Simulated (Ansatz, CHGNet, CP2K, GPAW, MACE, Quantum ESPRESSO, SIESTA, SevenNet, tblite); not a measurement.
**Running C(110) slab, H on the bottom face, stepped (108 atoms) with CP2K**

Aim: run C(110) slab, H on the bottom face, stepped (108 atoms) in CP2K and see how near its forces come to a plane-wave reference, and at what cost.

Program: CP2K 2026.2. Level of theory: the method is named at each step. Results are calculated unless marked as measured.

## 1. The structure

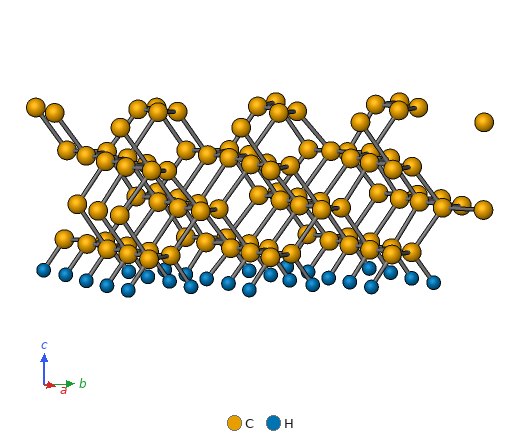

The starting structure, seen from the side, with the c axis up (carbon orange, hydrogen blue). Bonds to atoms that aren't drawn are left out. Some periodic images of atoms are drawn too.

The cell holds 108 atoms: 84 C and 24 H. Cell: a = 10.089 Å, b = 10.701 Å, c = 14.673 Å, α = 90.0°, β = 90.0°, γ = 90.0°. It derives from C (diamond-structure). Diamond-structure C (a = 3.567 Å), (110) slab of 4 atomic planes, 4 x 3 surface cells, H on the broken bonds of the bottom face, 10 Å of vacuum; the top repeat layer removed from part of the cell (two steps); displaced by a Gaussian of 0.02 Å. Then every atom was moved at random, 0.03 Å r.m.s. a Cartesian component (hydrogen 0.6 of that). Regions: slab, 84 atoms (84 C); hydrogen, 24 atoms (24 H). Vacuum lies along c.

The yardstick, on the same geometry:

| Item | Value |
| --- | --- |
| method | Kohn-Sham DFT, PBE, PAW, plane waves (Ansatz 0.2.0); cutoff 420 eV, Γ point, fermi-dirac smearing of 0.05 eV; PAW set soft_2 |
| r.m.s. force component | 1.588 eV/Å |
| longest force | 6.015 eV/Å |
| SCF cycles | 14 |
| time | 12 s on 8 threads of Arm Neoverse V2, shared host |
| CPU time | 84 s |

## 2. PBE, DZVP-UZH, 450/50 Ry, diagonalisation

Method: Kohn-Sham DFT, PBE, GTH-PBE pseudopotentials, Gaussian and plane waves, DZVP-MOLOPT (UZH set), diagonalisation.

Contents of input.inp:

```
&GLOBAL
  PROJECT cell
  RUN_TYPE ENERGY_FORCE
  PRINT_LEVEL LOW
&END GLOBAL
&FORCE_EVAL
  METHOD QS
  &DFT
    BASIS_SET_FILE_NAME BASIS_MOLOPT_UZH
    POTENTIAL_FILE_NAME POTENTIAL_UZH
    &MGRID
      CUTOFF 450
      REL_CUTOFF 50
    &END MGRID
    &QS
      EPS_DEFAULT 1.0E-12
    &END QS
    &SCF
      SCF_GUESS ATOMIC
      EPS_SCF 1.0E-06
      MAX_SCF 200
      ADDED_MOS 45
      &DIAGONALIZATION
        ALGORITHM STANDARD
      &END DIAGONALIZATION
      &SMEAR ON
        METHOD FERMI_DIRAC
        ELECTRONIC_TEMPERATURE [K] 580
      &END SMEAR
      &MIXING
        METHOD BROYDEN_MIXING
        ALPHA 0.15
        NBROYDEN 8
      &END MIXING
      &PRINT
        &RESTART OFF
        &END RESTART
      &END PRINT
    &END SCF
    &XC
      &XC_FUNCTIONAL PBE
      &END XC_FUNCTIONAL
    &END XC
    &PRINT
      &MULLIKEN ON
      &END MULLIKEN
      &LOWDIN ON
      &END LOWDIN
      &HIRSHFELD ON
      &END HIRSHFELD
      &MO ON
        EIGENVALUES T
        OCCUPATION_NUMBERS T
        MO_INDEX_RANGE 169 192
        &EACH
          QS_SCF 0
        &END EACH
        ADD_LAST NUMERIC
      &END MO
    &END PRINT
  &END DFT
  &SUBSYS
    &CELL
      A 10.08900 0.00000 0.00000
      B 0.00000 10.70100 0.00000
      C 0.00000 0.00000 14.67336
    &END CELL
    &COORD
      SCALED
      C 0.87196 0.17091 0.40237
      C 0.00066 0.08152 0.40105
      C 0.99597 0.00215 0.48753
      C 0.87532 0.25287 0.48788
      C 0.87272 0.16135 0.56791
      C 0.00163 0.08844 0.57409
      C 0.99982 0.00315 0.65860
      C 0.12378 0.16504 0.40056
      C 0.25032 0.08581 0.40153
      C 0.25101 0.99466 0.48830
      C 0.11981 0.25120 0.48711
      C 0.12586 0.16956 0.57557
      C 0.24421 0.08501 0.57315
      C 0.24711 0.99733 0.65787
      C 0.12572 0.25507 0.65733
      C 0.87714 0.50170 0.40278
      C 0.00106 0.41530 0.40157
      C 0.00506 0.33491 0.48962
      C 0.87325 0.58572 0.48732
      C 0.87010 0.50004 0.57397
      C 0.99681 0.41728 0.57054
      C 0.99890 0.33531 0.65514
      C 0.37724 0.16593 0.40100
      C 0.49848 0.08410 0.40087
      C 0.49887 0.00121 0.48949
      C 0.37198 0.25320 0.48627
      C 0.37454 0.16805 0.57273
      C 0.49726 0.07937 0.57234
      C 0.37365 0.25228 0.66164
      C 0.12386 0.49780 0.40360
      C 0.24842 0.41324 0.40102
      C 0.24767 0.33643 0.48759
      C 0.12476 0.58727 0.48645
      C 0.13189 0.50428 0.57583
      C 0.25069 0.41743 0.57144
      C 0.25119 0.33451 0.65704
      C 0.12491 0.58445 0.65965
      C 0.87344 0.83341 0.40202
      C 0.99751 0.75030 0.40340
      C 0.00414 0.66690 0.48675
      C 0.87613 0.91776 0.48814
      C 0.87428 0.83438 0.56890
      C 0.99752 0.75315 0.56903
      C 0.99840 0.66340 0.66224
      C 0.62577 0.16876 0.40049
      C 0.74973 0.08305 0.40107
      C 0.74858 0.00034 0.48645
      C 0.62613 0.24904 0.48464
      C 0.62734 0.16288 0.57180
      C 0.74965 0.07656 0.57128
      C 0.37442 0.50248 0.40191
      C 0.50263 0.42252 0.39981
      C 0.49802 0.33320 0.48671
      C 0.38082 0.58710 0.48639
      C 0.37989 0.50100 0.57599
      C 0.49785 0.41869 0.57570
[... 48 atom lines left out ...]
      H 0.37360 0.89176 0.34221
      H 0.49842 0.69224 0.33854
      H 0.62335 0.89152 0.34081
      H 0.75033 0.69184 0.34051
    &END COORD
    &KIND C
      BASIS_SET DZVP-MOLOPT-PBE-GTH-q4
      POTENTIAL GTH-PBE-q4
    &END KIND
    &KIND H
      BASIS_SET DZVP-MOLOPT-PBE-GTH-q1
      POTENTIAL GTH-PBE-q1
    &END KIND
  &END SUBSYS
  &PRINT
    &FORCES ON
    &END FORCES
  &END PRINT
&END FORCE_EVAL
```

Launch:

```console
$ OMP_NUM_THREADS=1 mpirun -np 4 cp2k.psmp -i input.inp > output.txt
```

Numbers of over 12 decimals in the logs are rounded to 6 here.

What it wrote:

```text
CP2K| version string:                                       CP2K version 2026.2
 CP2K| Input file name                                                 input.inp
 GLOBAL| Basis set file name                                    BASIS_MOLOPT_UZH
 GLOBAL| Potential file name                                       POTENTIAL_UZH
 GLOBAL| Run type                                                   ENERGY_FORCE
 GLOBAL| Total number of message passing processes                             4
 GLOBAL| Number of threads for this process                                    1
 TOTAL NUMBERS AND MAXIMUM NUMBERS
  Total number of            - Atomic kinds:                                   2
                             - Atoms:                                        108
                             - Shell sets:                                   108
                             - Shells:                                       492
                             - Primitive Cartesian functions:                540
                             - Cartesian basis functions:                   1296
                             - Spherical basis functions:                   1212
  Maximum angular momentum of- Orbital basis functions:                        2
                             - Local part of the GTH pseudopotential:          2
                             - Non-local part of the GTH pseudopotential:      0
 SCF PARAMETERS         Density guess:                                    ATOMIC
                        max_scf:                                             200
                        eps_scf:                                        1.00E-06
                        added MOs                                        45    0
                        Mixing method:                            BROYDEN_MIXING
                                                charge density mixing in g-space
                        Smear method:                                FERMI_DIRAC
                        Electronic temperature [K]:                        580.0
                        Electronic temperature [a.u.]:                  1.84E-03
                        Accuracy threshold:                             1.00E-10
 Extrapolation method: initial_guess
 Number of electrons:                                                        360
 Number of occupied orbitals:                                                180
 Number of molecular orbitals:                                               225
 Number of orbital functions:                                               1212
 Number of independent orbital functions:                                   1212
 SCF WAVEFUNCTION OPTIMIZATION
  Step     Update method      Time    Convergence         Total energy    Change
     1 NoMix/Diag. 0.15E+00    3.1     0.74724384      -497.5106041684 -4.98E+02
     2 Broy./Diag. 0.15E+00    4.2     0.25506388      -455.4453026394  4.21E+01
     3 Broy./Diag. 0.15E+00    4.2     0.33643699      -466.9946356271 -1.15E+01
     4 Broy./Diag. 0.15E+00    4.2     0.29843516      -481.9342844283 -1.49E+01
[...]
64 Broy./Diag. 0.15E+00    4.2     0.00000114      -490.0321868693 -9.05E-07
    65 Broy./Diag. 0.15E+00    4.2     0.00000068      -490.0321881712 -1.30E-06
  *** SCF run converged in    65 steps ***
  Electronic density on regular grids:       -360.0000000000        0.0000000000
  Core density on regular grids:              359.9999999997       -0.0000000003
  Total charge density on r-space grids:       -0.0000000003
  Total charge density g-space grids:          -0.0000000003
  Overlap energy of the core charge distribution:               1.00188e-05
  Self energy of the core charge distribution:              -1153.615485
  Core Hamiltonian energy:                                    360.839931
  Hartree energy:                                             457.921797
  Exchange-correlation energy:                               -155.170671
  Electronic entropic energy:                                  -0.00776985
  Fermi energy:                                                 0.029685
  Total energy:                                              -490.032188
  Total energy (extrapolated to T->0):                       -490.028303
 MO| EIGENVALUES AND OCCUPATION NUMBERS
 MO|
 MO|  Index      Eigenvalue [a.u.]        Eigenvalue [eV]             Occupation
 MO|    169              -0.027565              -0.750087               2.000000
 MO|    170              -0.021577              -0.587152               2.000000
 MO|    171              -0.017248              -0.469354               2.000000
[...]
MO|    191               0.099213               2.699712               0.000000
 MO|    192               0.100704               2.740308               0.000000
 MO| Sum:                                                             360.000000
 MO| E(Fermi):            0.029685 a.u.          0.807775 eV
 !-----------------------------------------------------------------------------!
                     Mulliken Population Analysis
 #  Atom  Element  Kind  Atomic population                           Net charge
       1     C        1          4.072849                             -0.072849
       2     C        1          4.072353                             -0.072353
       3     C        1          3.982705                              0.017295
[...]
# Total charge                            360.000000                 -0.000000
 !-----------------------------------------------------------------------------!
 !-----------------------------------------------------------------------------!
                           Hirshfeld Charges
  #Atom  Element  Kind  Ref Charge     Population                    Net charge
      1       C      1       4.000          4.428                        -0.428
      2       C      1       4.000          4.429                        -0.429
      3       C      1       4.000          3.984                         0.016
[...]
107       H      2       1.000          0.569                         0.431
    108       H      2       1.000          0.570                         0.430
  Total Charge                                                            0.021
 !-----------------------------------------------------------------------------!
 LOWDIN POPULATION ANALYSIS
 #  Atom  Element  Kind  Atomic population                           Net charge
[...]
107     H        2          1.007634                             -0.007634
     108     H        2          0.995437                              0.004563
 # Total charge                            360.000000                 -0.000000
 ENERGY| Total FORCE_EVAL ( QS ) energy [hartree]           -490.032219
 FORCES| Atomic forces [hartree/bohr]
 FORCES|   Atom     x               y               z               |f|
 FORCES|      1  2.77580833E-02 -5.73402843E-02 -4.98313307E-03   6.39003209E-02
 FORCES|      2 -2.11046083E-02  5.22619572E-02  1.74090578E-02   5.89897614E-02
 FORCES|      3  4.53729470E-02 -1.85037485E-02 -9.13997775E-03   4.98460853E-02
[...]
FORCES|    107  1.91098926E-03  1.31037501E-02 -2.15899205E-02   2.53275505E-02
 FORCES|    108  2.98514581E-04 -6.98502805E-04 -3.28427033E-03   3.37097148E-03
 FORCES| Sum     5.33257229E-05  2.18207090E-05 -8.60523757E-05
 FORCES| Total atomic force                                       1.03560550E-04
```

Elapsed: 4.8 min, on 4 MPI ranks of Arm Neoverse V2, shared host; peak memory 3.5 GiB.

Banners, paths, timers and routine set-up lines are dropped from the logs unmarked, and long logs keep their key lines alone; longer cuts are marked.

Compared with the plane-wave run:

```yaml
r_m_s_force_component: 1.61 eV/Å
r_m_s_difference_of_force_components: 46.11 meV/Å
longest_difference_of_force_vectors: 188.2 meV/Å
force_difference_over_r_m_s_force: 2.903 %
slope_of_forces_against_the_reference_s: 1.014
correlation_of_force_components: 0.9997
```

Length of the force difference by element (eV/Å):

```csv
element,atoms,mean,most
C,84,0.079,0.19
H,24,0.041,0.062
```

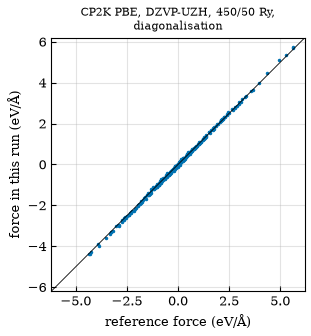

Force components against those of the reference; the line marks equality.

Local excerpt of 10 atoms (numbers count through the whole input) about C36, which has 3 bonded neighbours where the commonest count for C is 4; x, y, z are measured from there.

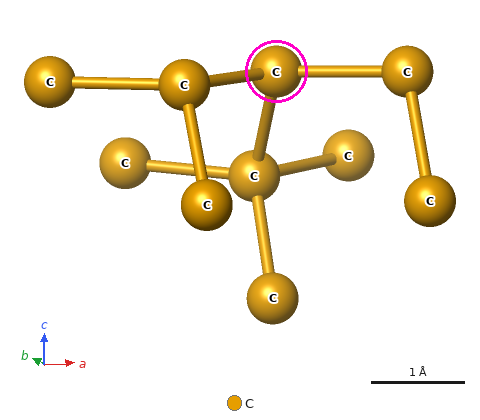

The atoms of the table, within 2.5 Å (arrows a, b, c point along x, y, z); some may hide others; the central atom is ringed.

```csv
atom,x,y,z,distance (Å),bonds,Mulliken charge (e),Fx,Fy,Fz (eV/Å)
C36,0.00,0.00,0.00,0.00,3,-0.01,2.33,-3.90,-0.79
C29,1.24,-0.88,0.07,1.52,2,-0.01,-2.62,2.82,-2.38
C15,-1.27,-0.85,0.00,1.52,3,-0.02,-2.82,3.97,-0.70
C35,-0.01,0.89,-1.26,1.54,4,0.00,0.10,2.16,2.21
C12,-1.26,-1.77,-1.20,2.48,4,0.00,-0.68,-1.18,-0.03
C34,-1.20,1.82,-1.19,2.48,4,0.01,-2.20,-1.91,-0.28
C32,-0.04,0.02,-2.49,2.49,4,0.01,0.42,-2.01,-1.05
C27,1.24,-1.78,-1.24,2.50,4,-0.03,0.76,-1.32,1.73
C55,1.30,1.78,-1.19,2.50,4,-0.03,-0.15,-0.87,0.00
C22,-2.55,0.01,-0.03,2.55,2,0.00,3.07,-3.39,-1.03
```

Forces lie 2.9 % from the reference's, at 14 times its CPU time (on 4 against 8 cores); the SCF took 65 steps, which the time reflects.

## 3. PBE, TZV2P-MOLOPT, 450/50 Ry, diagonalisation

Method: Kohn-Sham DFT, PBE, GTH-PBE pseudopotentials, Gaussian and plane waves, TZV2P-MOLOPT-GTH, diagonalisation.

Edit input.inp of step 2 so:

```diff
@@ -8,4 +8,4 @@
   &DFT
-    BASIS_SET_FILE_NAME BASIS_MOLOPT_UZH
-    POTENTIAL_FILE_NAME POTENTIAL_UZH
+    BASIS_SET_FILE_NAME BASIS_MOLOPT
+    POTENTIAL_FILE_NAME GTH_POTENTIALS
     &MGRID
@@ -48,4 +48,2 @@
       &END LOWDIN
-      &HIRSHFELD ON
-      &END HIRSHFELD
       &MO ON
@@ -67,8 +65,8 @@
     &END CELL
-    &COORD
-      SCALED
-[... 108 atom lines left out: the same atoms as in the first run ...]
-    &END COORD
+    &TOPOLOGY
+      COORD_FILE_NAME structure.xyz
+      COORD_FILE_FORMAT XYZ
+    &END TOPOLOGY
     &KIND C
-      BASIS_SET DZVP-MOLOPT-PBE-GTH-q4
+      BASIS_SET TZV2P-MOLOPT-GTH-q4
       POTENTIAL GTH-PBE-q4
@@ -76,3 +74,3 @@
     &KIND H
-      BASIS_SET DZVP-MOLOPT-PBE-GTH-q1
+      BASIS_SET TZV2P-MOLOPT-GTH-q1
       POTENTIAL GTH-PBE-q1
```

Contents of structure.xyz:

```xyz
108

C 8.79720 1.82891 5.90412
C 0.00666 0.87235 5.88475
C 10.04834 0.02301 7.15370
C 8.83110 2.70596 7.15884
C 8.80487 1.72661 8.33315
C 0.01645 0.94640 8.42383
C 10.08718 0.03371 9.66387
C 1.24882 1.76609 5.87756
C 2.52548 0.91825 5.89179
C 2.53244 10.64386 7.16500
C 1.20876 2.68809 7.14754
C 1.26980 1.81446 8.44555
C 2.46383 0.90969 8.41004
C 2.49309 10.67243 9.65316
C 1.26839 2.72950 9.64524
C 8.84947 5.36869 5.91014
C 0.01069 4.44413 5.89238
C 0.05105 3.58387 7.18437
C 8.81022 6.26779 7.15062
C 8.77844 5.35093 8.42207
[... 84 atom lines left out ...]
H 3.76925 9.54272 5.02137
H 5.02856 7.40766 4.96752
H 6.28898 9.54016 5.00083
H 7.57008 7.40338 4.99643
```

What it wrote:

```text
CP2K| version string:                                       CP2K version 2026.2
 CP2K| Input file name                                                 input.inp
 GLOBAL| Basis set file name                                        BASIS_MOLOPT
 GLOBAL| Potential file name                                      GTH_POTENTIALS
 GLOBAL| Run type                                                   ENERGY_FORCE
 GLOBAL| Total number of message passing processes                             4
 GLOBAL| Number of threads for this process                                    1
 TOTAL NUMBERS AND MAXIMUM NUMBERS
  Total number of            - Atomic kinds:                                   2
                             - Atoms:                                        108
[... lines left out ...]
                        Smear method:                                FERMI_DIRAC
[... lines left out ...]
 Number of electrons:                                                        360
[... lines left out ...]
  Step     Update method      Time    Convergence         Total energy    Change
[... lines left out ...]
  *** SCF run converged in    53 steps ***
[... lines left out ...]
  Fermi energy:                                                 0.026849
  Total energy:                                              -490.286688
  Total energy (extrapolated to T->0):                       -490.282712
[... lines left out ...]
 MO|    192               0.097867               2.663095               0.000000
 MO| Sum:                                                             360.000000
 MO| E(Fermi):            0.026849 a.u.          0.730592 eV
 !-----------------------------------------------------------------------------!
                     Mulliken Population Analysis
 #  Atom  Element  Kind  Atomic population                           Net charge
       1     C        1          4.072927                             -0.072927
       2     C        1          4.066911                             -0.066911
       3     C        1          4.042145                             -0.042145
[...]
# Total charge                            360.000000                 -0.000000
 !-----------------------------------------------------------------------------!
 LOWDIN POPULATION ANALYSIS
 #  Atom  Element  Kind  Atomic population                           Net charge
[...]
107     H        2          1.029809                             -0.029809
     108     H        2          1.012546                             -0.012546
 # Total charge                            360.000000                 -0.000000
 ENERGY| Total FORCE_EVAL ( QS ) energy [hartree]           -490.286719
 FORCES| Atomic forces [hartree/bohr]
 FORCES|   Atom     x               y               z               |f|
 FORCES|      1  2.72708346E-02 -5.68189121E-02 -4.89402068E-03   6.32142281E-02
 FORCES|      2 -2.06219825E-02  5.18262353E-02  1.70596758E-02   5.83288725E-02
 FORCES|      3  4.41382541E-02 -1.83172155E-02 -9.05355108E-03   4.86381809E-02
[...]
FORCES|    107  1.85529017E-03  1.25706118E-02 -2.04739076E-02   2.40965407E-02
 FORCES|    108  2.86265476E-04 -5.12647232E-04 -2.70786678E-03   2.77079368E-03
 FORCES| Sum     4.96832681E-05  1.62877713E-05 -9.08492441E-05
 FORCES| Total atomic force                                       1.04820341E-04
```

Wall time 36 min (4 MPI ranks); peak memory 4.5 GiB.

Against the reference:

| Property | Result |
| --- | --- |
| r.m.s. force component | 1.59 eV/Å |
| r.m.s. difference of force components | 19.37 meV/Å |
| longest difference of force vectors | 72.27 meV/Å |
| force difference over r.m.s. force | 1.22 % |
| slope of forces against the reference's | 1.001 |
| correlation of force components | 0.9999 |

Against the first run (2.9 %), the force difference from the reference is 1.2 %, at 7.6 times the CPU time, with 2064 basis functions against 1212; this set comes with other potentials too, so the change isn't the basis's alone.

The difference per atom is largest on C (0.035 eV/Å on average, against 0.0028 on H).

(Continued in part 2 of 2.)

[Also dropped from logs without a mark: logging warnings of Python, and SIESTA's first energy breakdown and zero terms.]

[Logs are printed without paths, hosts, clocks, repeated set-up lines and the standing remarks that a program may print on its own settings, such as how far it seeks lower states.]

[Hosts, paths, dates, database ids (printed as entryN), source tags and the programs' standing remarks are cut or masked in the printed files.]
